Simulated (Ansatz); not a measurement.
**TiC (Fm-3m): the Drude term of Re ε in the infrared**

Re ε of TiC (Fm-3m) at low photon energies is read from one computed spectrum; the carriers' damping was typed as γ = 0.1 eV.

Cell: a, b, c = 3.054, 3.054, 3.054 Å (primitive vectors), 2 atoms.

Method: Ansatz 0.2.0, PBE, independent particles, k-mesh 18×18×18 with interpolation inside its cells, Gaussian parameter 0.15 eV.

Launch of the response step: `ansatz run input.yaml --threads 4 --pin off --max-ram 8192MiB --backend cpu --events-out ev --progress --plain --runs-dir out`. The run took 9 s, on 4 threads of Arm Neoverse V1, on a shared host.

| photon energy E (eV) | wavelength (µm) | Re ε |
| --- | --- | --- |
| 0.25 | 4.96 | ? |
| 0.30 | 4.13 | -81.2 |
| 0.35 | 3.54 | -55.5 |
| 0.40 | 3.10 | -38.5 |
| 0.50 | 2.48 | -18.0 |
| 0.60 | 2.07 | -7.5 |
| 0.70 | 1.77 | -2.6 |

A Drude term over a constant background gives Re ε = ε_b − ωp²/(E² + γ²), linear in 1/(E² + γ²).

Working, on the rows shown:

| x = 1/(E² + γ²) (eV⁻²) | y = Re ε |
| --- | --- |
| 10 | -81.2 |
| 7.54717 | -55.5 |
| 5.88235 | -38.5 |
| 3.84615 | -18 |
| 2.7027 | -7.5 |
| 2 | -2.6 |

Means: x̄ = 5.3297, ȳ = -33.883. Σ(x − x̄)(y − ȳ) = -468.5, Σ(x − x̄)² = 47.22. Slope = -468.5 / 47.22 = -9.921; intercept = ȳ − slope · x̄ = 18.993. The line misses the rows shown by at most 1.8.

Task: Fill in the last column of the withheld row.

Result: At x = 13.793 the line gives y = -117.85. The run gave -122.9, so the extrapolation is off by 5.1, 4 % of the range in the table.

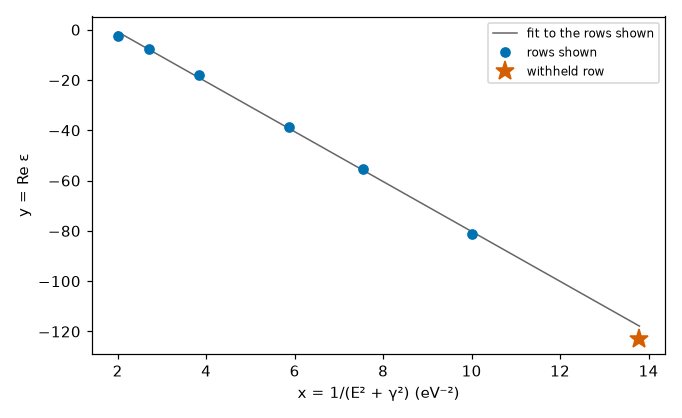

Refitted with all rows, the slope is -10.26 and the intercept 20.478. These give ωp = √(−slope) = 3.20 eV, against 3.64 eV from the program's Fermi-surface sum, and an intercept of 20.5. Taking the program's Drude term off the rows leaves 59 at the lowest energy and 24 at the highest, so the background isn't constant: interband transitions lie in or near the window, and neither fitted number can be trusted. The cell comes from an older database entry, whose edges can be off by a per cent or so. The values come from a sum over the points of one k-mesh and carry its error, which is largest for Fermi-surface quantities.
